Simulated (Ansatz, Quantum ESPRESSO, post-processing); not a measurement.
# Al2O2, 1 layer in a field-effect set-up, part 4 of 7

Wanted: induced charge and band edges of Al2O2, 1 layer beside a charged plate.

Quantum ESPRESSO 7.5; plane-wave DFT, PBE, GBRV ultrasoft pseudopotentials; geometry by Ansatz 0.2.0 with PAW datasets.

So far. Step 3 (Self-consistent run: neutral sheet, no gate): The run needed 20 iterations to bring the estimated error under 1e-07 Ry. Step 6 (Band structure: neutral sheet, no gate): Along this path the valence top lies at K and the conduction bottom at M.

## (7) Ground state: charge -0.0152 e against a gate

gate = .true. adds a charged plate at zgate that balances tot_charge; a barrier (block_1 to block_2, block_height) keeps the electrons off it, and dipfield leaves the far side free of field. Negative tot_charge adds electrons. The total energies that the log prints beside a gate are not used here.

Contents of g1.in:

```
&control
  prefix = 'g1'
  outdir = './out'
  pseudo_dir = './pseudo'
  calculation = 'scf'
  tprnfor = .true.
  tefield = .true.
  dipfield = .true.
  gate = .true.
/
&system
  ibrav = 0
  nat = 4
  ntyp = 2
  ecutwfc = 40
  ecutrho = 200
  occupations = 'smearing'
  smearing = 'fd'
  degauss = 0.004
  edir = 3
  emaxpos = 0.210468
  eopreg = 0.01
  eamp = 0.0
  zgate = 0.222468
  block = .true.
  block_1 = 0.145755
  block_2 = 0.299181
  block_height = 2.0
  tot_charge = -0.0152
  nbnd = 15
/
&electrons
  conv_thr = 1e-07
  mixing_beta = 0.4
  electron_maxstep = 120
  mixing_mode = 'local-TF'
  startingpot = 'file'
/
ATOMIC_SPECIES
  O   15.9990  o_pbe_v1.2.uspp.F.UPF
  Al  26.9815  al_pbe_v1.uspp.F.UPF
CELL_PARAMETERS angstrom
  2.96592489609764 0.00000000000000 0.00000000000000
  -1.48296244804882 2.56856630573727 0.00000000000000
  0.00000000000000 0.00000000000000 26.07114263470000
ATOMIC_POSITIONS crystal
  O   0.333333333333 0.666666666667 0.424304947849
  Al  -0.000000000000 -0.000000000000 0.449719284111
  Al  0.000000000000 -0.000000000000 0.550280710080
  O   0.333333333333 0.666666666667 0.575695057960
K_POINTS automatic
  12 12 1 0 0 0
```

Run with:

```console
cp -r out/g0.save out/g1.save
OMP_NUM_THREADS=1 mpirun -n 2 pw.x -nk 2 -in g1.in > g1.out
```

Log:

```text
[banner, memory and clock lines left out]
Program PWSCF v.7.5 starts
[citation notice left out]

[...]
Message from routine setup:
[...]
bravais-lattice index     =            0
     lattice parameter (alat)  =       5.6048  a.u.
     unit-cell volume          =    1340.3172 (a.u.)^3
     number of atoms/cell      =            4
     number of atomic types    =            2
     number of electrons       =        18.02
     number of Kohn-Sham states=           15
     kinetic-energy cutoff     =      40.0000  Ry
     charge density cutoff     =     200.0000  Ry
     scf convergence threshold =      1.0E-07
     mixing beta               =       0.4000
     number of iterations used =            8  local-TF  mixing
     Exchange-correlation= SLA  PW   PBE  PBE
                           (   1   4   3   4   0   0   0)

[...]
PseudoPot. # 1 for O  read from file:
     ./pseudo/o_pbe_v1.2.uspp.F.UPF
     Pseudo is Ultrasoft + core correction, Zval =  6.0
     Generated by new atomic code, or converted to UPF format
     Using radial grid of  737 points,  5 beta functions with:
                l(1) =   0
                l(2) =   0
                l(3) =   1
                l(4) =   1
                l(5) =   2
     Q(r) pseudized with  8 coefficients,  rinner =    0.900   0.900   0.900
                                                       0.900   0.900

     PseudoPot. # 2 for Al read from file:
     ./pseudo/al_pbe_v1.uspp.F.UPF
     Pseudo is Ultrasoft + core correction, Zval =  3.0
     Generated by new atomic code, or converted to UPF format
     Using radial grid of  893 points,  3 beta functions with:
                l(1) =   0
                l(2) =   1
                l(3) =   2
     Q(r) pseudized with  8 coefficients,  rinner =    0.900   0.900   0.900
                                                       0.900   0.900

     atomic species   valence    mass     pseudopotential
     O                 6.00    15.99900     O ( 1.00)
     Al                3.00    26.98150     Al( 1.00)

      6 Sym. Ops. (no inversion) found

                                    s                        frac. trans.

      isym =  1     identity

 cryst.   s( 1) = (     1          0          0      )
                  (     0          1          0      )
                  (     0          0          1      )

 cart.    s( 1) = (  1.0000000  0.0000000  0.0000000 )
                  (  0.0000000  1.0000000  0.0000000 )
                  (  0.0000000  0.0000000  1.0000000 )

      isym =  2     120 deg rotation - cryst. axis [0,0,1]

 cryst.   s( 2) = (     0          1          0      )
                  (    -1         -1          0      )
                  (     0          0          1      )

 cart.    s( 2) = ( -0.5000000 -0.8660254  0.0000000 )
                  (  0.8660254 -0.5000000  0.0000000 )
                  (  0.0000000  0.0000000  1.0000000 )

      isym =  3     120 deg rotation - cryst. axis [0,0,-1]

 cryst.   s( 3) = (    -1         -1          0      )
                  (     1          0          0      )
                  (     0          0          1      )

 cart.    s( 3) = ( -0.5000000  0.8660254  0.0000000 )
                  ( -0.8660254 -0.5000000  0.0000000 )
                  (  0.0000000  0.0000000  1.0000000 )

      isym =  4     inv. 180 deg rotation - cart. axis [1,0,0]

 cryst.   s( 4) = (    -1          0          0      )
                  (     1          1          0      )
                  (     0          0          1      )

 cart.    s( 4) = ( -1.0000000  0.0000000  0.0000000 )
                  (  0.0000000  1.0000000  0.0000000 )
                  (  0.0000000  0.0000000  1.0000000 )

      isym =  5     inv. 180 deg rotation - cryst. axis [0,1,0]

 cryst.   s( 5) = (     1          1          0      )
                  (     0         -1          0      )
                  (     0          0          1      )

 cart.    s( 5) = (  0.5000000  0.8660254  0.0000000 )
                  (  0.8660254 -0.5000000  0.0000000 )
                  (  0.0000000  0.0000000  1.0000000 )

      isym =  6     inv. 180 deg rotation - cryst. axis [1,1,0]

 cryst.   s( 6) = (     0         -1          0      )
                  (    -1          0          0      )
                  (     0          0          1      )

 cart.    s( 6) = (  0.5000000 -0.8660254  0.0000000 )
                  ( -0.8660254 -0.5000000  0.0000000 )
                  (  0.0000000  0.0000000  1.0000000 )

[...]
number of k points=    19  Fermi-Dirac smearing, width (Ry)=  0.0040
[...]
Dense  grid:    64217 G-vectors     FFT dimensions: (  25,  25, 225)

     Smooth grid:    45895 G-vectors     FFT dimensions: (  24,  24, 200)

     Dynamical RAM for                 wfc:       1.31 MB

     Dynamical RAM for     wfc (w. buffer):      14.42 MB

     Dynamical RAM for           str. fact:       1.96 MB

     Dynamical RAM for           local pot:       0.00 MB

     Dynamical RAM for          nlocal pot:       3.84 MB

     Dynamical RAM for                qrad:       1.62 MB

     Dynamical RAM for          rho,v,vnew:       6.16 MB

     Dynamical RAM for               rhoin:       2.05 MB

     Dynamical RAM for            rho*nmix:      15.68 MB

     Dynamical RAM for           G-vectors:       4.02 MB

     Dynamical RAM for          h,s,v(r/c):       0.04 MB

     Dynamical RAM for          <psi|beta>:       0.01 MB

     Dynamical RAM for                 psi:       2.62 MB

     Dynamical RAM for                hpsi:       2.62 MB

     Dynamical RAM for                spsi:       2.62 MB

     Dynamical RAM for      wfcinit/wfcrot:       2.63 MB

     Dynamical RAM for           addusdens:      53.40 MB

     Dynamical RAM for          addusforce:      54.39 MB

     Adding charged plate to compensate the charge of the system - add_gatefield
     see PRB 89, 245406 (2014), works only for 2D systems perpendicular to z
                                i.e. 3rd lattice vector is (0,0,c)

        prefactor of the potential in [Ha a.u.]:    -0.003511
               position of the gate within cell:     0.22247
         ion-gate + gate-gate contribution to the total energy:    -1.218534
                         gate-gate contribution:     0.000438

        Adding potential to prevent charge spilling into region of the gate
[...]
---- Real-time Memory Report at c_bands before calling an iterative solver
           163 MiB given to the printing process from OS
            92 MiB allocation reported by mallinfo(arena+hblkhd)
[...]
------------------
[...]
negative rho (up, down):  1.264E-03 0.000E+00

[...]
Dipole               -0.1272 Ry au,         -0.3234 Debye
[...]
total energy              =     -79.42309600 Ry
     estimated scf accuracy    <       0.00001094 Ry

[...]
iteration #  9     ecut=    40.00 Ry     beta= 0.40
[...]
---- Real-time Memory Report at c_bands before calling an iterative solver
           167 MiB given to the printing process from OS
            96 MiB allocation reported by mallinfo(arena+hblkhd)
[...]
------------------
[...]
negative rho (up, down):  5.968E-04 0.000E+00

[...]
Dipole               -0.1383 Ry au,         -0.3516 Debye
[...]
total energy              =     -79.42308640 Ry
     estimated scf accuracy    <       0.00000201 Ry

     iteration # 10     ecut=    40.00 Ry     beta= 0.40
[...]
---- Real-time Memory Report at c_bands before calling an iterative solver
           168 MiB given to the printing process from OS
            98 MiB allocation reported by mallinfo(arena+hblkhd)
[...]
------------------
[...]
negative rho (up, down):  5.408E-04 0.000E+00

[...]
Dipole               -0.1391 Ry au,         -0.3534 Debye
[...]
total energy              =     -79.42308649 Ry
     estimated scf accuracy    <       0.00000029 Ry

     iteration # 11     ecut=    40.00 Ry     beta= 0.40
[...]
---- Real-time Memory Report at c_bands before calling an iterative solver
           170 MiB given to the printing process from OS
            98 MiB allocation reported by mallinfo(arena+hblkhd)
[...]
------------------
[...]
negative rho (up, down):  4.980E-04 0.000E+00

[...]
Dipole               -0.1398 Ry au,         -0.3553 Debye
[...]
total energy              =     -79.42308654 Ry
     estimated scf accuracy    <       0.00000010 Ry

     iteration # 12     ecut=    40.00 Ry     beta= 0.40
[...]
---- Real-time Memory Report at c_bands before calling an iterative solver
           170 MiB given to the printing process from OS
            98 MiB allocation reported by mallinfo(arena+hblkhd)
[...]
------------------
[...]
negative rho (up, down):  4.855E-04 0.000E+00

[...]
Dipole               -0.1403 Ry au,         -0.3565 Debye
[...]
End of self-consistent calculation

          k = 0.0000 0.0000 0.0000 (  5775 PWs)   bands (ev):

   -22.4547 -22.3225  -9.3484  -7.2561  -6.4115  -6.4115  -6.2938  -6.2938
    -4.2301  -0.1625   2.0341   2.7956   3.1860   3.8584   4.2334

     occupation numbers
     1.0000   1.0000   1.0000   1.0000   1.0000   1.0000   1.0000   1.0000
     1.0000   0.0012   0.0000   0.0000   0.0000   0.0000   0.0000

          k = 0.0000 0.0962 0.0000 (  5763 PWs)   bands (ev):

   -22.4001 -22.2688  -9.2584  -7.1983  -6.7355  -6.6137  -6.4615  -6.3436
    -4.0659   0.1725   2.2325   2.9582   3.3377   3.9853   4.3909

     occupation numbers
     1.0000   1.0000   1.0000   1.0000   1.0000   1.0000   1.0000   1.0000
     1.0000   0.0000   0.0000   0.0000   0.0000   0.0000   0.0000

[...]
the Fermi energy is    -0.5300 ev

!    total energy              =     -79.42308654 Ry
     estimated scf accuracy    <       0.00000004 Ry
     smearing contrib. (-TS)   =      -0.00013674 Ry
     internal energy E=F+TS    =     -79.42294980 Ry

     The total energy is F=E-TS. E is the sum of the following terms:
     one-electron contribution =    -732.89572247 Ry
     hartree contribution      =     371.51487988 Ry
     xc contribution           =     -23.47976420 Ry
     ewald contribution        =     306.65600609 Ry
     electric field correction =       0.00018446 Ry
     gate field correction     =      -1.21853355 Ry

     convergence has been achieved in  12 iterations

     negative rho (up, down):  4.855E-04 0.000E+00

     Forces acting on atoms (cartesian axes, Ry/au):

     atom    1 type  1   force =     0.00000000    0.00000000   -0.00834781
     atom    2 type  2   force =     0.00000000    0.00000000    0.00975102
     atom    3 type  2   force =     0.00000000    0.00000000   -0.00299949
     atom    4 type  1   force =     0.00000000    0.00000000    0.00159629
     The non-local contrib.  to forces
     atom    1 type  1   force =     0.00000000    0.00000000    0.74949414
     atom    2 type  2   force =     0.00000000   -0.00000000   -0.10921719
     atom    3 type  2   force =     0.00000000   -0.00000000    0.10435109
     atom    4 type  1   force =     0.00000000    0.00000000   -0.78812046
     The ionic contribution  to forces
     atom    1 type  1   force =     0.00000000   -0.00000000  -22.51530109
     atom    2 type  2   force =    -0.00000000    0.00000000   -4.87069749
     atom    3 type  2   force =    -0.00000000    0.00000000    4.87069615
     atom    4 type  1   force =     0.00000000   -0.00000000   22.51530244
     The local contribution  to forces
     atom    1 type  1   force =     0.00000000   -0.00000000   21.71989905
     atom    2 type  2   force =     0.00000000    0.00000000    4.96199449
     atom    3 type  2   force =    -0.00000000    0.00000000   -4.98527649
     atom    4 type  1   force =     0.00000000   -0.00000000  -21.75691192
     The core correction contribution to forces
     atom    1 type  1   force =     0.00000000   -0.00000000   -0.00315754
     atom    2 type  2   force =     0.00000000   -0.00000000    0.00831977
     atom    3 type  2   force =     0.00000000   -0.00000000   -0.00786723
     atom    4 type  1   force =     0.00000000   -0.00000000    0.00343685
     The Hubbard contrib.    to forces
     atom    1 type  1   force =     0.00000000    0.00000000    0.00000000
     atom    2 type  2   force =     0.00000000    0.00000000    0.00000000
     atom    3 type  2   force =     0.00000000    0.00000000    0.00000000
     atom    4 type  1   force =     0.00000000    0.00000000    0.00000000
     The SCF correction term to forces
     atom    1 type  1   force =    -0.00000000    0.00000000   -0.00019868
     atom    2 type  2   force =     0.00000000   -0.00000000   -0.00004324
     atom    3 type  2   force =     0.00000000    0.00000001   -0.00006138
     atom    4 type  1   force =    -0.00000000    0.00000000   -0.00027184

     Gate contribution to forces:
     atom    1 type  1   force =     0.00000000   -0.00000000    0.02512117
     atom    2 type  2   force =     0.00000000   -0.00000000    0.01148997
     atom    3 type  2   force =     0.00000000   -0.00000000    0.00725366
     atom    4 type  1   force =     0.00000000   -0.00000000    0.01236608

     Total force =     0.013278     Total SCF correction =     0.000345

[...]
```

Run time: 27 s. Hardware: 2 MPI ranks of Arm Neoverse V1, shared host; peak memory 0.32 GiB; 55 s of CPU time.

Numbers from this step:

```
Fermi energy : -0.53 eV
```

The program's own clock; routines nest. Time by routine:

```tsv
routine	wall time (s)	calls
PWSCF	26.83	1
electrons	25.55	1
c_bands	16.79	12
cegterg	15.95	120
h_psi	13.18	705
fftw	12.44	13180
vloc_psi	11.7	705
mix_rho	3.87	12
sum_band	3.31	12
ffts	2.56	1378
sum_band:loo	2.26	12
newd	1.03	13
addusdens	0.98	12
calbec	0.98	865
```

The run needed 12 iterations to bring the estimated error under 1e-07 Ry.

## (8) Valence density

Contents of g1.rho.in:

```
&inputpp
  prefix = 'g1'
  outdir = './out'
  filplot = 'g1.rho.dat'
  plot_num = 0
/
```

Run with:

```console
OMP_NUM_THREADS=1 mpirun -n 2 pp.x -in g1.rho.in > g1.rho.out
```

Wall time 0.93 s (2 MPI ranks); peak memory 0.1 GiB; 1.7 s of CPU time.

Numbers from this step:

```
electrons by integration : 18.02 e
```

The density integrates to 18.015 electrons, as the 18.02 of the input ask.

## (9) Potential by pp.x

The potential should show the barrier, the kink at the plate, the step of the dipole correction and a flat far side.

Contents of g1.pot.in:

```
&inputpp
  prefix = 'g1'
  outdir = './out'
  filplot = 'g1.pot.dat'
  plot_num = 11
/
```

Run with:

```console
OMP_NUM_THREADS=1 mpirun -n 2 pp.x -in g1.pot.in > g1.pot.out
```

Log:

```text
[banner, memory and clock lines left out]
Program POST-PROC v.7.5 starts
[citation notice left out]

[...]
./out/g1.save/

[...]
negative rho (up, down):  4.855E-04 0.000E+00

     Adding external electric field

     Computed dipole along edir(3) :
        Dipole               -0.1403 Ry au,         -0.3565 Debye
        Dipole field         -0.0013 Ry au,

        Potential amp.        0.1283 Ry
        Total length         48.7746 bohr

     Calling punch_plot, plot_num =  11

     Adding external electric field

     Computed dipole along edir(3) :
        Dipole               -0.1403 Ry au,         -0.3565 Debye
        Dipole field         -0.0013 Ry au,

        Potential amp.        0.1283 Ry
        Total length         48.7746 bohr

     Writing data to file  g1.pot.dat
     Message from routine chdens:
     namelist plot not found or invalid, exiting
```

Wall time 0.93 s (2 MPI ranks); peak memory 0.1 GiB.

Electrostatic potential energy of an electron, with the sawtooth; zero at the Fermi level. Table of potential energy, planar mean by z:

```tsv
z (Å)	potential energy, planar mean (eV)
0	3.68
2	3.68
4	24.6
6	29.2
8	2.71
10	2.65
12	-12.4
14	-11.2
16	2.74
18	3.68
20	3.68
22	3.68
24	3.68
```

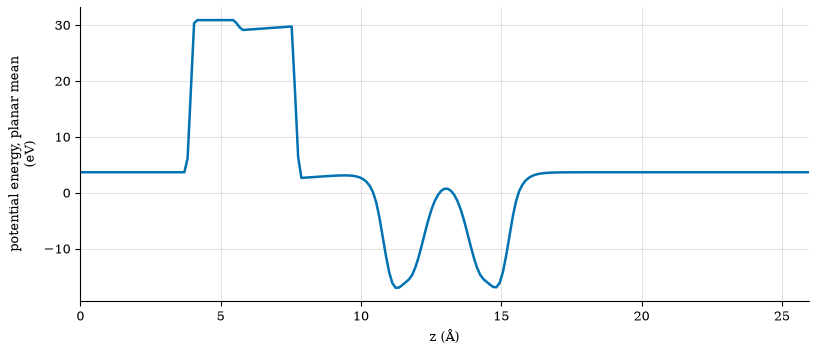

Potential energy, planar mean, plotted against z.

## (10) Induced charge

The planar mean oscillates, so the rows of the table below give means over windows of 2.5 Å about each position, cut where the curve ends. Its maxima inside the range that stand out by 2 % of the span (Å: e/Å³): 10.3: 0.00140, 11.2: 5.7e-4, 12.6: 6.9e-4, 14.5: 9.1e-5. Its minima: 10.9: 2.0e-4, 11.7: -4.5e-4, 13.7: -1.4e-4, 15.1: -7.6e-5.

Planar mean against z; means over each step:

```tsv
z (Å)	planar mean (e/Å³)
5.0	-3.9e-8
7.5	5.1e-6
10.0	6.4e-4
12.5	1.6e-4
15.0	-2.2e-6
17.5	-3.8e-7
20.0	-1.1e-8
```

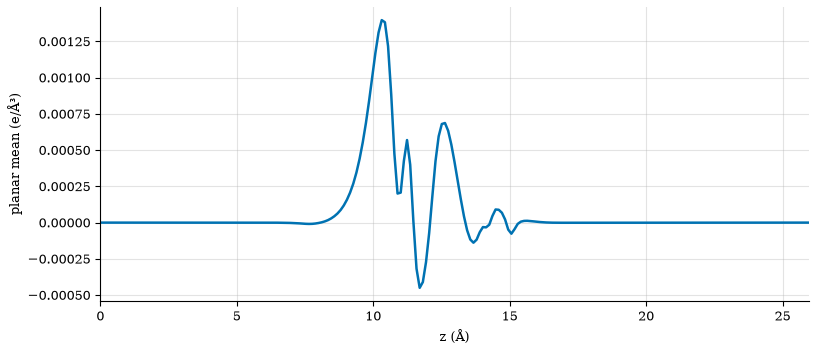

Planar mean, plotted against z.

Table of running integral, electrons below z by z:

```tsv
z (Å)	running integral, electrons below z (e/Å²)
6	-5.7e-8
8	-7.1e-6
10	6.0e-4
12	0.00150
14	0.00198
16	0.00200
18	0.00200
20	0.00200
22	0.00200
24	0.00200
```

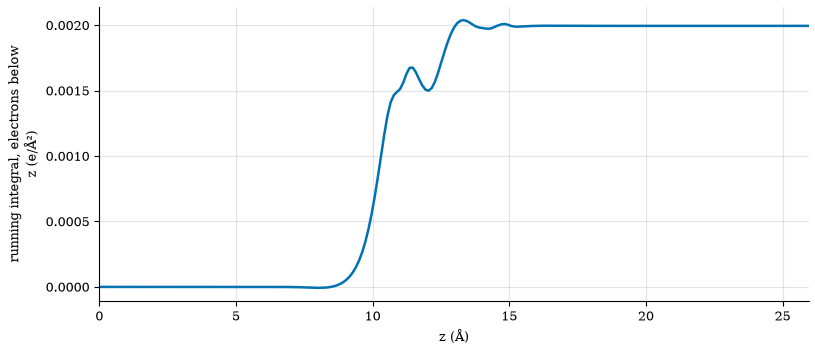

Running integral, electrons below z, plotted against z.

## (11) Ground state: charge -0.0456 e against a gate

g2.in, as its differences from the input of step 7:

```diff
@@ -1,3 +1,3 @@
 &control
-  prefix = 'g1'
+  prefix = 'g2'
   outdir = './out'
@@ -28,3 +28,3 @@
   block_height = 2.0
-  tot_charge = -0.0152
+  tot_charge = -0.0456
   nbnd = 15
```

Run with:

```console
cp -r out/g1.save out/g2.save
OMP_NUM_THREADS=1 mpirun -n 2 pw.x -nk 2 -in g2.in > g2.out
```

Log:

```text
[banner, memory and clock lines left out]
Program PWSCF v.7.5 starts
[...]
Message from routine setup:
[...]
number of electrons       =        18.05
     number of Kohn-Sham states=           15
     kinetic-energy cutoff     =      40.0000  Ry
     charge density cutoff     =     200.0000  Ry
[...]
number of k points=    19  Fermi-Dirac smearing, width (Ry)=  0.0040
[...]
Dense  grid:    64217 G-vectors     FFT dimensions: (  25,  25, 225)
[...]
The initial density is read from file :
[...]
negative rho (up, down):  4.863E-04 0.000E+00
[...]
Starting wfcs are   16 randomized atomic wfcs
[...]
negative rho (up, down):  1.067E-03 0.000E+00
[...]
estimated scf accuracy    <       0.02197401 Ry
[...]
negative rho (up, down):  4.216E-03 0.000E+00
[...]
estimated scf accuracy    <       0.01499807 Ry
[...]
negative rho (up, down):  6.269E-03 0.000E+00
[...]
estimated scf accuracy    <       0.00366347 Ry
[...]
negative rho (up, down):  5.023E-03 0.000E+00
[...]
estimated scf accuracy    <       0.00046065 Ry
[...]
negative rho (up, down):  3.956E-03 0.000E+00
[...]
estimated scf accuracy    <       0.00021702 Ry
[...]
negative rho (up, down):  2.079E-03 0.000E+00
[...]
estimated scf accuracy    <       0.00006308 Ry
[...]
negative rho (up, down):  1.205E-03 0.000E+00
[...]
estimated scf accuracy    <       0.00010622 Ry
[...]
negative rho (up, down):  8.972E-04 0.000E+00
[...]
estimated scf accuracy    <       0.00001436 Ry
[...]
negative rho (up, down):  9.124E-04 0.000E+00
[...]
estimated scf accuracy    <       0.00001025 Ry
[...]
negative rho (up, down):  6.860E-04 0.000E+00
[...]
estimated scf accuracy    <       0.00000203 Ry
[...]
negative rho (up, down):  5.792E-04 0.000E+00
[...]
estimated scf accuracy    <       0.00000091 Ry
[...]
negative rho (up, down):  4.939E-04 0.000E+00
[...]
Total length         48.7746 bohr
[...]
estimated scf accuracy    <       0.00000018 Ry
[...]
negative rho (up, down):  4.793E-04 0.000E+00
[...]
Computed dipole along edir(3) :
[...]
Dipole               -0.4143 Ry au,         -1.0530 Debye
        Dipole field         -0.0039 Ry au,
        Potential amp.        0.3789 Ry
        Total length         48.7746 bohr
[...]
the Fermi energy is    -0.1136 ev
!    total energy              =     -81.49538804 Ry
     estimated scf accuracy    <       0.00000003 Ry
     smearing contrib. (-TS)   =      -0.00025997 Ry
     internal energy E=F+TS    =     -81.49512807 Ry
[...]
one-electron contribution =    -733.48769290 Ry
     hartree contribution      =     372.48152403 Ry
     xc contribution           =     -23.49623167 Ry
     ewald contribution        =     306.65600609 Ry
     electric field correction =       0.00160919 Ry
     gate field correction     =      -3.65034280 Ry
     convergence has been achieved in  13 iterations
     negative rho (up, down):  4.793E-04 0.000E+00
[...]
Total force =     0.032585     Total SCF correction =     0.000153
[...]
```

It took 31 s on 2 MPI ranks; peak memory 0.24 GiB.

This step gave:

| Item | Value |
| --- | --- |
| Fermi energy | -0.1136 eV |

## (12) Valence density

Contents of g2.rho.in:

```
&inputpp
  prefix = 'g2'
  outdir = './out'
  filplot = 'g2.rho.dat'
  plot_num = 0
/
```

Run with:

```console
OMP_NUM_THREADS=1 mpirun -n 2 pp.x -in g2.rho.in > g2.rho.out
```

It took 0.93 s on 2 MPI ranks; peak memory 0.1 GiB; 1.7 s of CPU time.

This step gave:

- electrons by integration: 18.05 e

(Part 4 of 7 ends here.)

[Logs are printed without paths, hosts, clocks, repeated set-up lines and the standing remarks that a program may print on its own settings, such as how far it seeks lower states.]

[Hosts, paths, dates, database ids (printed as entryN), source tags and the programs' standing remarks are cut or masked in the printed files.]

[Maps of the electrostatic potential energy from Ansatz leave out the sawtooth potential of an applied field or a dipole correction, so their vacuum need not be flat; planar profiles and work functions include it.]
